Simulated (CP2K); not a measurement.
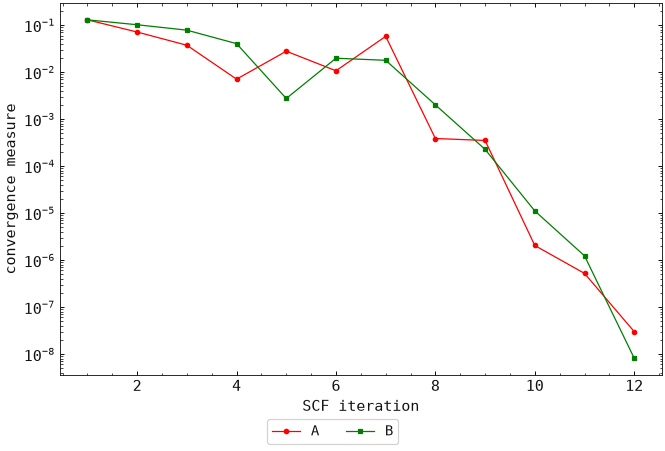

Two SCF runs that differ in one setting.
The run: [CuMe2]- (SMILES [CH3][Cu-][CH3]) (charge −1), by RKS GFN1-xTB (CP2K).

A: usual settings
B: alpha set to 0.2 (from 0.4)

Which runs converged, and in how many iterations?

Answer. Run A converged in 12 iterations. Run B converged in 12 iterations. CP2K mixes the density linearly, with weight alpha, until the error falls below EPS_DIIS, and only then turns to DIIS. That happens at step 3 with the usual settings and at step 4 in the changed run. Both end at the same energy within 1 meV.
